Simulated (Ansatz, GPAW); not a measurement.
# Si/Fe(100) in an electric field

Wanted: the out-of-plane polarisability of Si/Fe(100).

Main program and level: GPAW 26.7.0 and Ansatz 0.2.0; Ansatz plane waves; slab in vacuum with a dipole correction, relaxation, in the first sound run; inputs show where later runs differ.

## 1. The starting structure

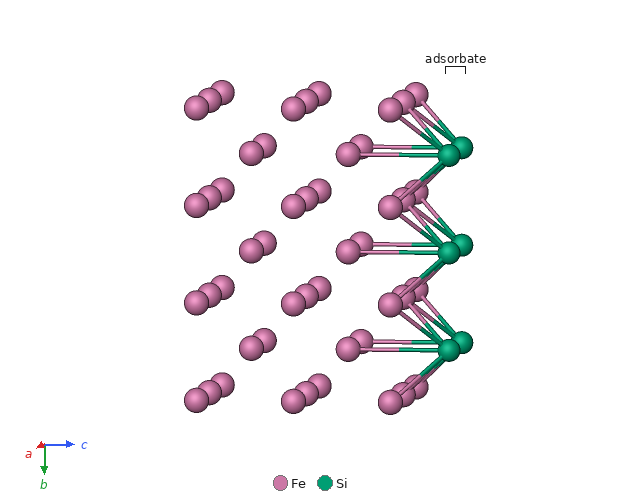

The starting structure, seen from the side, with the c axis across the page (iron pink, silicon teal). 2×3×1 cells are drawn. Some periodic images of atoms are drawn too.

The cell holds 6 atoms: 5 Fe and 1 Si. Its edges and angles: a = 2.870 Å, b = 2.870 Å, c = 21.287 Å, α = 90.0°, β = 90.0°, γ = 90.0°. Vacuum lies along c.

Coordinates:

```cif
data_structure
_symmetry_space_group_name_H-M 'P 1'
_symmetry_Int_Tables_number 1
_cell_length_a 2.8700
_cell_length_b 2.8700
_cell_length_c 21.2865
_cell_angle_alpha 90.000
_cell_angle_beta 90.000
_cell_angle_gamma 90.000
_cell_volume 175.33
loop_
_atom_site_label
_atom_site_type_symbol
_atom_site_fract_x
_atom_site_fract_y
_atom_site_fract_z
_atom_site_occupancy
Fe1 Fe 0.00000 0.00000 0.32885 1
Fe2 Fe 0.50000 0.50000 0.39626 1
Fe3 Fe 0.00000 0.00000 0.46367 1
Fe4 Fe 0.50000 0.50000 0.53109 1
Fe5 Fe 0.00000 0.00000 0.59850 1
Si6 Si 0.50000 0.50000 0.67115 1
```

## 2. Relaxation

The atoms are relaxed first, since the surface dipole, and with it the work function, follows the positions of the outer layers. The lowest 3 atoms are held at bulk positions and keep their forces.

File input.yaml:

```yaml
crystal:
  lattice:
    - [2.87, 0.0, 0.0]
    - [0.0, 2.87, 0.0]
    - [0.0, 0.0, 21.2865129324]
  atoms:
    - { symbol: Fe, position: [0.0, 0.0, 0.328846722], spin: 2.5 }
    - { symbol: Fe, position: [0.5, 0.5, 0.3962603], spin: 2.5 }
    - { symbol: Fe, position: [0.0, 0.0, 0.463673878], spin: 2.5 }
    - { symbol: Fe, position: [0.5, 0.5, 0.531087456], spin: 2.5 }
    - { symbol: Fe, position: [0.0, 0.0, 0.598501034], spin: 2.5 }
    - { symbol: Si, position: [0.5, 0.5, 0.671153278] }
magnetization:
  spin_polarized: true
kpoints:
  mp_grid: { grid: [11, 11, 1] }
hamiltonian:
  xc: pbe
scf:
  occupations: { method: fermi_dirac, width: 0.1 }
efield:
  axis: 3
  dipole_correction: true
  ramp_width: 0.05
relax:
  f_tol: 0.02
  max_steps: 60
  constraints: [{ sites: [0, 1, 2] }]
output:
  write_potential: true
  write_density: true
  volumetric_format: npy
```

Started as:

```bash
$ ansatz run input.yaml --threads 4 --pin off --max-ram 8192MiB --backend cpu --events-out ev --progress --plain --runs-dir out
```

Numbers of over 12 decimals in the logs are rounded to 6 here.

What it wrote:

```text
Engine: ansatz 0.2.0, x86_64-unknown-linux-gnu
Pseudopotentials: kind: paw
Pseudopotential: Fe, paw, valence charge 16, recommended cutoff 420 eV (normal), Fe.paw.azcp
Pseudopotential: Si, paw, valence charge 4, recommended cutoff 420 eV (normal), Si.paw.azcp
Functional definition: PBE
  parameter kappa = 0.804
  parameter beta = 0.066725
  exchange = pbe_x(kappa = kappa, mu = beta*pi^2/3)
  correlation = pbe_c(beta = beta)
Crystal: 6 atoms, lattice volume = 175.335 Å³
Basis set: ecut = 420 eV, 3411 PW (Γ), exchange–correlation on 40×40×288 points (8 copies of the dense FFT grid, shifted against one another)
Bands: 58, of which v1, the nominal top of the filled ones, is band 42 counted from 1 (41 counted from 0)
Symmetry: 8 space group operations
k-points: 21 of 121
Non-local potential: Fe, projectors of the file, l = 0: 3, l = 1: 2, l = 2: 3, l = 3: 1
Non-local potential: Si, projectors of the file, l = 0: 2, l = 1: 2, l = 2: 2
PAW form: soft (Blöchl's): semilocal exchange-correlation on the pseudo side does not see the compensation charge
PAW one-centre angular grid: Fe, 590 points (default); XC on 64 Gauss nodes
PAW one-centre angular grid: Si, 110 points (default); XC on 64 Gauss nodes
Initial density: superposition of atomic densities (neutral atoms: chi_scale 0, normalization atom)
Starting moments: Σ|m| = 12.5 μB on 5 of 6 sites
Initial wavefunctions: pseudopotential atomic-orbital guess
Functional: x = pbe(κ = 0.804, μ = 0.219515), c = pbe(β = 0.066725)
SCF iter   1: F=—  HF=-23035.086543 eV  |F-HF|=—  |Δ(HF+E_count)|=         —  Δρ=4.15e-2 (↑1.68e-2 ↓4.15e-2)  dr2=1.96e1  dr2_m=7.82e-1  M=12.285 μB ∫|m|=12.499 μB  β_m=1.00  ethr=3.10e-3  p=0.000 e·Å  D=4.87e-7 V/Å  ΔV_dip=-0.00 eV  dr2_dipole=1.09e0  V_vac-E_F(+/−)=7.19/7.19 eV  ⟨swp⟩=10.6  Hψ=12291  notcnv=0  defer=27
Mixer restart at iter 1: flushing history
efield: sawtooth ramp at fractional position 0.9750 (placed from the atoms, in the widest stretch of the axis that holds none; the zero of the levels goes with the place), width 0.0500; the density the first Hamiltonian is built on has a dipole p = 0.000 e·Å; the dipole correction subtracts the counter field D = 4.87e-7 V/Å, which shifts the + side's vacuum level by -0.00 eV against the − side's; the planar-averaged density in the ramp window peaks in size at 7.1e-6 e/Å³
preconditioner: auto → LDOS  [metal: Δε(μ)=0.008 eV  Ē_g=6.277 eV  σ=0.100 eV  W_gap=0.02  n_scr=44 (ndim 8)  ℏωp=18.6 eV  f_vac=0.501  D(μ)=6.41/eV (n_scr^D=52)]
spin=Collinear: LDOS preconditioning applied to the charge; magnetization (m = ρ↑ − ρ↓) channel mixes plain (no charge-response kernel on spin).
SCF iter   2: F=—  HF=-23033.586884 eV  |F-HF|=—  |Δ(HF+E_count)|=    1.50e0  Δρ=1.43e-2 (↑1.43e-2 ↓1.02e-2)  dr2=3.73e0  dr2_m=1.01e-1  M=12.449 μB ∫|m|=12.922 μB  β_m=0.35  ethr=3.10e-3  p=-0.022 e·Å  D=-2.24e-2 V/Å  ΔV_dip=0.48 eV  dr2_dipole=1.40e-1  V_vac-E_F(+/−)=6.20/5.72 eV  ⟨swp⟩=3.2  Hψ=4427  notcnv=0  defer=99
density mixer auto → msr1: a metal under ldos (density of states about μ 2.47 of a free-electron gas's, 44 screened modes)
SCF iter   3: F=—  HF=-23035.173620 eV  |F-HF|=—  |Δ(HF+E_count)|=    1.59e0  Δρ=6.71e-3 (↑6.71e-3 ↓4.36e-3)  dr2=2.69e-1  dr2_m=2.39e-2  M=12.393 μB ∫|m|=13.000 μB  β_m=0.43  ethr=3.10e-3  p=-0.035 e·Å  D=-3.59e-2 V/Å  ΔV_dip=0.76 eV  dr2_dipole=4.79e-4  V_vac-E_F(+/−)=5.42/4.66 eV  ⟨swp⟩=3.0  Hψ=3453  notcnv=0  defer=97
SCF iter   4: F=—  HF=-23036.111907 eV  |F-HF|=—  |Δ(HF+E_count)|=         —  Δρ=9.17e-3 (↑8.39e-3 ↓9.17e-3)  dr2=4.23e-1  dr2_m=1.11e-1  M=12.510 μB ∫|m|=13.173 μB  β_m=0.43  ethr=3.20e-4  p=-0.037 e·Å  D=-3.78e-2 V/Å  ΔV_dip=0.80 eV  dr2_dipole=2.48e-1  V_vac-E_F(+/−)=4.97/4.17 eV  ⟨swp⟩=3.0  Hψ=4222  notcnv=0  defer=95
SCF iter   5: F=—  HF=-23036.281689 eV  |F-HF|=—  |Δ(HF+E_count)|=   1.70e-1  Δρ=5.53e-3 (↑5.38e-3 ↓5.53e-3)  dr2=1.73e-1  dr2_m=4.26e-2  M=12.510 μB ∫|m|=13.166 μB  β_m=0.71  ethr=3.20e-4  p=-0.037 e·Å  D=-3.86e-2 V/Å  ΔV_dip=0.82 eV  dr2_dipole=1.06e-1  V_vac-E_F(+/−)=4.92/4.10 eV  ⟨swp⟩=2.0  Hψ=3029  notcnv=0  defer=100
SCF iter   6: F=—  HF=-23036.382493 eV  |F-HF|=—  |Δ(HF+E_count)|=   1.01e-1  Δρ=1.49e-3 (↑1.49e-3 ↓1.47e-3)  dr2=1.05e-2  dr2_m=2.25e-3  M=12.503 μB ∫|m|=13.159 μB  β_m=0.73  ethr=2.05e-4  p=-0.041 e·Å  D=-4.26e-2 V/Å  ΔV_dip=0.91 eV  dr2_dipole=4.45e-3  V_vac-E_F(+/−)=4.86/3.95 eV  ⟨swp⟩=2.0  Hψ=3768  notcnv=0  defer=103
SCF iter   7: F=—  HF=-23036.383816 eV  |F-HF|=—  |Δ(HF+E_count)|=   1.32e-3  Δρ=1.23e-3 (↑1.23e-3 ↓6.02e-4)  dr2=5.03e-3  dr2_m=4.77e-4  M=12.511 μB ∫|m|=13.176 μB  β_m=0.60  ethr=1.25e-5  p=-0.042 e·Å  D=-4.36e-2 V/Å  ΔV_dip=0.93 eV  dr2_dipole=6.71e-4  V_vac-E_F(+/−)=4.83/3.90 eV  ⟨swp⟩=2.6  Hψ=4641  notcnv=0  defer=102
SCF iter   8: F=—  HF=-23036.382834 eV  |F-HF|=—  |Δ(HF+E_count)|=   9.82e-4  Δρ=2.72e-4 (↑2.57e-4 ↓2.72e-4)  dr2=3.22e-4  dr2_m=7.87e-5  M=12.514 μB ∫|m|=13.182 μB  β_m=0.61  ethr=5.99e-6  p=-0.043 e·Å  D=-4.40e-2 V/Å  ΔV_dip=0.94 eV  dr2_dipole=4.86e-5  V_vac-E_F(+/−)=4.81/3.88 eV  ⟨swp⟩=2.0  Hψ=3331  notcnv=0  defer=102
SCF iter   9: F=—  HF=-23036.382865 eV  |F-HF|=—  |Δ(HF+E_count)|=   3.19e-5  Δρ=1.77e-4 (↑1.77e-4 ↓9.52e-5)  dr2=1.02e-4  dr2_m=2.02e-5  M=12.516 μB ∫|m|=13.187 μB  β_m=0.62  ethr=3.83e-7  p=-0.043 e·Å  D=-4.44e-2 V/Å  ΔV_dip=0.94 eV  dr2_dipole=3.38e-5  V_vac-E_F(+/−)=4.80/3.86 eV  ⟨swp⟩=2.4  Hψ=3681  notcnv=0  defer=101
SCF iter  10: F=—  HF=-23036.382889 eV  |F-HF|=—  |Δ(HF+E_count)|=   2.36e-5  Δρ=6.38e-5 (↑3.74e-5 ↓6.38e-5)  dr2=3.26e-5  dr2_m=2.03e-6  M=12.518 μB ∫|m|=13.189 μB  β_m=0.60  ethr=1.22e-7  p=-0.043 e·Å  D=-4.44e-2 V/Å  ΔV_dip=0.94 eV  dr2_dipole=1.56e-5  V_vac-E_F(+/−)=4.79/3.85 eV  ⟨swp⟩=2.0  Hψ=3377  notcnv=0  defer=101
SCF iter  11: F=—  HF=-23036.382895 eV  |F-HF|=—  |Δ(HF+E_count)|=   5.70e-6  Δρ=3.10e-5 (↑3.10e-5 ↓2.09e-5)  dr2=3.82e-6  dr2_m=8.55e-7  M=12.519 μB ∫|m|=13.190 μB  β_m=0.72  ethr=3.89e-8  p=-0.043 e·Å  D=-4.43e-2 V/Å  ΔV_dip=0.94 eV  dr2_dipole=2.41e-6  V_vac-E_F(+/−)=4.79/3.85 eV  ⟨swp⟩=2.2  Hψ=3320  notcnv=0  defer=101
SCF iter  12: F=-23036.382890 eV  HF=-23036.382896 eV  |F-HF|=6.14e-6  |Δ(HF+E_count)|=   1.37e-6  Δρ=2.23e-5 (↑2.23e-5 ↓2.20e-5)  dr2=4.85e-6  dr2_m=1.54e-7  M=12.520 μB ∫|m|=13.190 μB  ethr=4.55e-9  p=-0.043 e·Å  D=-4.43e-2 V/Å  ΔV_dip=0.94 eV  dr2_dipole=1.85e-6  V_vac-E_F(+/−)=4.79/3.85 eV  ⟨swp⟩=9.5  Hψ=18799  notcnv=0
SCF 1 converged in 12 iterations: F = -23036.382890 eV  dr2 = 4.85e-6
[...]
SCF iter   8: F=-23036.643432 eV  HF=-23036.643458 eV  |F-HF|=2.59e-5  |Δ(HF+E_count)|=   1.08e-6  Δρ=7.36e-5 (↑3.79e-5 ↓7.36e-5)  dr2=2.68e-5  dr2_m=2.08e-6  M=12.456 μB ∫|m|=13.084 μB  ethr=5.88e-8  p=-0.028 e·Å  D=-2.84e-2 V/Å  ΔV_dip=0.60 eV  dr2_dipole=3.64e-6  V_vac-E_F(+/−)=4.48/3.88 eV  ⟨swp⟩=13.0  Hψ=22427  notcnv=0
SCF 3 converged in 8 iterations: F = -23036.643432 eV  dr2 = 2.68e-5
relax step   3: F+E_penalty+E_count = -23036.64343191 eV  Δ(F+E_penalty+E_count) = -9.433e-2 eV  max|allowed force component| = 4.349e-1 eV/Å  Δτ_max = 0.1998 Å  (8 SCF iters, dr2 threshold 4.94e-5 eV, accepted)
[...]
relax step   4: F+E_penalty+E_count = -23036.64932567 eV  Δ(F+E_penalty+E_count) = -5.894e-3 eV  max|allowed force component| = 2.148e-1 eV/Å  Δτ_max = 0.0617 Å  (8 SCF iters, dr2 threshold 4.53e-5 eV, accepted)
[...]
relax step   5: F+E_penalty+E_count = -23036.65192652 eV  Δ(F+E_penalty+E_count) = -2.601e-3 eV  max|allowed force component| = 8.548e-3 eV/Å  Δτ_max = 0.0263 Å  (7 SCF iters, dr2 threshold 1.11e-5 eV, accepted)
iter 1 solved again at ethr=1.05e-9 eV; its pass at ethr=3.10e-3 eV (dr2=8.85e-7 eV) is discarded
SCF iter   1: F=—  HF=-23036.651928 eV  |F-HF|=—  |Δ(HF+E_count)|=         —  Δρ=2.20e-5 (↑2.20e-5 ↓1.88e-5)  dr2=8.85e-7  dr2_m=5.68e-7  M=12.443 μB ∫|m|=13.069 μB  β_m=1.00  ethr=1.05e-9  p=-0.028 e·Å  D=-2.92e-2 V/Å  ΔV_dip=0.62 eV  dr2_dipole=1.28e-7  V_vac-E_F(+/−)=4.49/3.87 eV  ⟨swp⟩=1.2  Hψ=6005  notcnv=0  defer=103
efield: sawtooth ramp at fractional position 0.9750 (handed on by an earlier solve), width 0.0500; the density the first Hamiltonian is built on has a dipole p = -0.028 e·Å; the dipole correction subtracts the counter field D = -2.92e-2 V/Å, which shifts the + side's vacuum level by +0.62 eV against the − side's; the planar-averaged density in the ramp window peaks in size at 5.2e-6 e/Å³
preconditioner: auto → LDOS  [metal: Δε(μ)=0.015 eV  Ē_g=6.069 eV  σ=0.100 eV  W_gap=0.04  n_scr=10 (ndim 8)  ℏωp=18.6 eV  f_vac=0.528  D(μ)=4.64/eV (n_scr^D=14)]
spin=Collinear: LDOS preconditioning applied to the charge; magnetization (m = ρ↑ − ρ↓) channel mixes plain (no charge-response kernel on spin).
SCF iter   2: F=—  HF=-23036.651927 eV  |F-HF|=—  |Δ(HF+E_count)|=   9.68e-8  Δρ=5.82e-6 (↑5.82e-6 ↓4.96e-6)  dr2=6.70e-8  dr2_m=3.31e-8  M=12.443 μB ∫|m|=13.070 μB  β_m=0.35  ethr=1.05e-9  p=-0.028 e·Å  D=-2.92e-2 V/Å  ΔV_dip=0.62 eV  dr2_dipole=8.47e-9  V_vac-E_F(+/−)=4.49/3.87 eV  ⟨swp⟩=2.0  Hψ=3264  notcnv=0  defer=103
density mixer auto → msr1: a metal under ldos (density of states about μ 2.25 of a free-electron gas's, 44 screened modes)
SCF iter   3: F=—  HF=-23036.651928 eV  |F-HF|=—  |Δ(HF+E_count)|=   5.25e-8  Δρ=3.53e-6 (↑3.53e-6 ↓2.85e-6)  dr2=2.35e-8  dr2_m=1.06e-8  M=12.443 μB ∫|m|=13.070 μB  β_m=0.67  ethr=7.97e-11  p=-0.028 e·Å  D=-2.92e-2 V/Å  ΔV_dip=0.62 eV  dr2_dipole=2.69e-9  V_vac-E_F(+/−)=4.49/3.87 eV  ⟨swp⟩=2.2  Hψ=3323  notcnv=0  defer=103
SCF iter   4: F=—  HF=-23036.651928 eV  |F-HF|=—  |Δ(HF+E_count)|=   9.45e-8  Δρ=2.63e-6 (↑2.63e-6 ↓1.35e-6)  dr2=1.47e-8  dr2_m=3.42e-9  M=12.443 μB ∫|m|=13.070 μB  β_m=0.63  ethr=2.80e-11  p=-0.028 e·Å  D=-2.92e-2 V/Å  ΔV_dip=0.62 eV  dr2_dipole=1.99e-9  V_vac-E_F(+/−)=4.49/3.87 eV  ⟨swp⟩=2.4  Hψ=4511  notcnv=0  defer=103
SCF iter   5: F=-23036.651928 eV  HF=-23036.651928 eV  |F-HF|=7.84e-9  |Δ(HF+E_count)|=  2.11e-10  Δρ=1.86e-6 (↑7.75e-7 ↓1.86e-6)  dr2=7.89e-9  dr2_m=1.88e-9  M=12.443 μB ∫|m|=13.070 μB  ethr=1.75e-11  p=-0.028 e·Å  D=-2.92e-2 V/Å  ΔV_dip=0.62 eV  dr2_dipole=8.15e-10  V_vac-E_F(+/−)=4.49/3.87 eV  ⟨swp⟩=7.7  Hψ=15444  notcnv=0
SCF 6 converged in 5 iterations: F = -23036.651928 eV  dr2 = 7.89e-9
relax step   6: F+E_penalty+E_count = -23036.65192760 eV  Δ(F+E_penalty+E_count) = -1.078e-6 eV  max|allowed force component| = 8.476e-3 eV/Å  Δτ_max = 0.0000 Å  (5 SCF iters, accepted)
NSCF: frozen V_eff on 21 k-points
the band table was solved once a step of the walk had ended and its energy, with any forces and stress, was formed, with the checks that follow a solve (12780 applications of the Hamiltonian). They found nothing against the state; the energy, forces and stress were not computed again (output.eigenvalues in the input reference)
WARN: The output density's exchange-correlation potential varies sharply where the density is thin. Do not read a vacuum level from v_tot or v_xc, or from such a field of the output density. On a cell that repeats whose density bears no net charge and no dipole along the vacuum's axis use v_es (v_loc + v_h of the components); under efield.dipole_correction with no amplitude use v_es + v_field, which holds any externa [...]
SCF converged after 5 iterations
Magnetization: 12.4428 μB (48.2214 up, 35.7786 down)
Absolute magnetization: 13.0732 μB (∫|ρ↑−ρ↓|, with the PAW one-centre terms)
Spin contamination: 0.2319 ħ² per cell (⟨S²⟩ above its minimum at these occupations)
Per-site moments (μB) at R_I (Å): [(2.986359, 1.025266), (2.436703, 1.025266), (2.505881, 1.023482), (2.490994, 1.021148), (1.775483, 0.971758), (0.096566, 0.971758)]
Free energy (F): -23036.651928 eV
Harris-Foulkes:  -23036.651928 eV  (|F-HF|=7.84e-9)
Internal energy: -23036.489784 eV  (E = F + TS)
E sigma→0 (E₀):  -23036.570856 eV
Entropy (-TS):   -0.162144 eV (-27.024 meV/atom)
Fermi energy:    4.520168 eV
Dipole field:    D = -0.029251 V/Å  (p = -0.028343 e·Å, saw-weighted, corrected)
Work function:   Φ+ = 4.4934 eV   Φ− = 3.8707 eV
Levels:          The Fermi level and band energies are counted from a zero that moves with the ramp; work functions are not
--- Per-component energies (eV) ---
  E_band       = -2190.655513
  E_kinetic    = 1788.289647
  E_local      = -125740.036363  (includes V_loc(G=0)·N_el)
  E_nonlocal   = 1126.865363
  E_hartree    = 61471.221608
  E_xc         = -641.148962
  E_vxc        = -800.961251  (∫ρ·V_xc dr)
  E_paw        = -7349.777136  (= ΣΔE_a)
  E_vpaw       = -1505.815958  (= ΣTr[D̂ρ^β])
  E_aug_tail   = 0.004072  (compensation charges beyond the density's cutoff)
  E_efield     = 0.000415  (sawtooth field / dipole correction)
  E_vefield    = -1.441396  (∫n·V_field dr)
  E_ewald      = 46308.091572
  E_smearing   = -0.162144  (= −TS)
  E_closure    = -0.000000  (closes the sum)
  Σ components = -23036.651928   (vs F -23036.651928, Δ=0.00e0)
--- Forces (eV/Å), atoms counted from 1 ---
  atom   1  Fe     0.00000000     0.00000000     0.40215849
  atom   2  Fe    -0.00000000     0.00000000    -0.22558503
  atom   3  Fe     0.00000000     0.00000000    -0.18367183
  atom   4  Fe     0.00000000     0.00000000     0.00847629
  atom   5  Fe     0.00000000     0.00000000    -0.00397860
  atom   6  Si     0.00000000     0.00000000     0.00261232
  max |Σ_I F_I| component: 1.16e-5 eV/Å
--- Band table (eV; the first three rows and the last of 42) ---
  k-point 0 ↑: bands = [... 38 lower, 2.5104, 2.9872, 3.0639, 3.0639, 3.0891, 3.3396, 3.7266, 3.8484, ... 12 higher]
  k-point 1 ↑: bands = [... 38 lower, 2.7260, 2.7876, 2.9781, 3.0568, 3.3029, 3.3787, 3.5503, 3.7829, ... 12 higher]
  k-point 2 ↑: bands = [... 38 lower, 2.7838, 2.8844, 2.9625, 3.0377, 3.2706, 3.4526, 3.4838, 3.5362, ... 12 higher]
  k-point 20 ↓: bands = [... 38 lower, 5.8488, 5.9989, 6.0187, 6.0544, 6.3013, 6.3628, 6.3800, 6.4351, ... 12 higher]
--- Relaxed structure (6 steps of the walk, 6 accepted, 0 SCFs on fresh bases) ---
  F+E_penalty+E_count = -23036.65192760 eV   max|allowed force component| = 8.476e-3 eV/Å
  atoms:
    - { symbol: Fe, position: [0.0, 0.0, 0.328846722] }
    - { symbol: Fe, position: [0.5, 0.5, 0.3962603] }
    - { symbol: Fe, position: [0.0, 0.0, 0.463673878] }
    - { symbol: Fe, position: [0.5, 0.5, 0.530735] }
    - { symbol: Fe, position: [0, 0.0, 0.597333] }
    - { symbol: Si, position: [0.5, 0.5, 0.653535] }
```

The job ended after 35 s (4 threads of Intel Xeon 6975P-C (Granite Rapids), shared host; peak memory 0.77 GiB; 2.2 min of CPU time).

Step by step:

```csv
step,energy less that of the first step (eV),largest force component (eV/Å)
1,0.0000,1.1784
2,-0.1662,0.8888
3,-0.2605,0.4349
4,-0.2664,0.2148
5,-0.2690,0.0085
6,-0.2690,0.0085
```

Forces are held to the 8 operations that the run works with; a distortion that breaks them can't arise in this run.

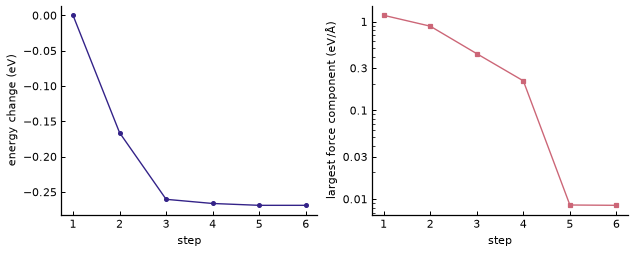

Energy and largest force along the relaxation.

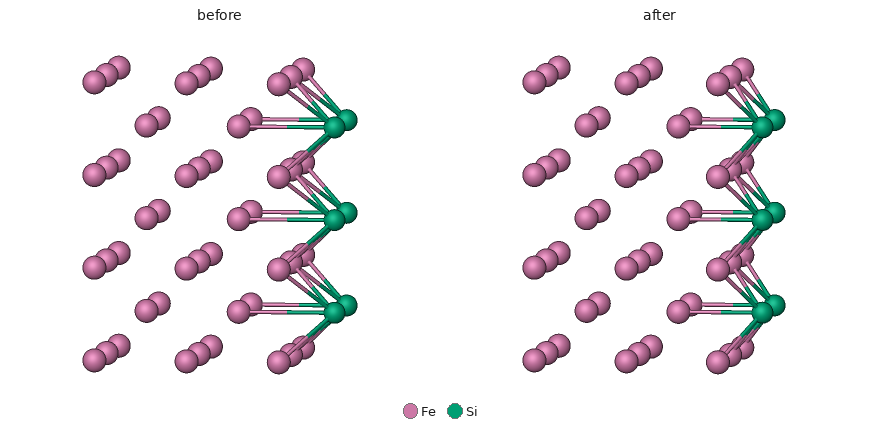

Before and after, at one scale.

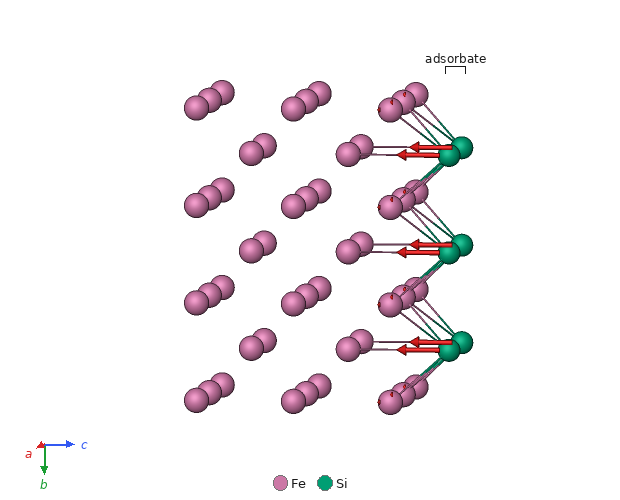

Displacements in the relaxation, exaggerated; the longest in the cell stands for 0.38 Å. 2×3×1 cells are drawn. Some periodic images of atoms are drawn too.

The atoms that moved most (Å):

```csv
atom,dx,dy,dz,length
Si6,0.000,0.000,-0.375,0.375
Fe5,0.000,0.000,-0.025,0.025
Fe4,0.000,0.000,-0.008,0.008
```

The relaxed structure:

```xyz
6
Lattice="2.8700 0.0000 0.0000 0.0000 2.8700 0.0000 0.0000 0.0000 21.2865" Properties=species:S:1:pos:R:3
Fe    0.0000    0.0000    7.0000
Fe    1.4350    1.4350    8.4350
Fe    0.0000    0.0000    9.8700
Fe    1.4350    1.4350   11.2975
Fe    0.0000    0.0000   12.7151
Si    1.4350    1.4350   13.9115
```

Numbers from this step:

- free energy: -23036.6519 eV
- smearing term TS: 0.1621 eV
- magnetization: 12.44 μB
- absolute magnetization: 13.07 μB
- site moments: 2.986, 2.437, 2.506, 2.491, 1.775, 0.09657 μB
- symmetry operations: 8
- upper work function: 4.493 eV
- lower work function: 3.871 eV
- dipole along the normal: -0.02834 e·Å
- dipole field: -0.02925 V/Å
- vacuum level above: 9.014 eV
- vacuum level below: 8.391 eV

(Continued in part 2 of 3.)

[Logs are printed without paths, hosts, clocks, repeated set-up lines and the standing remarks that a program may print on its own settings, such as how far it seeks lower states.]

[Hosts, paths, dates, database ids (printed as entryN), source tags and the programs' standing remarks are cut or masked in the printed files.]
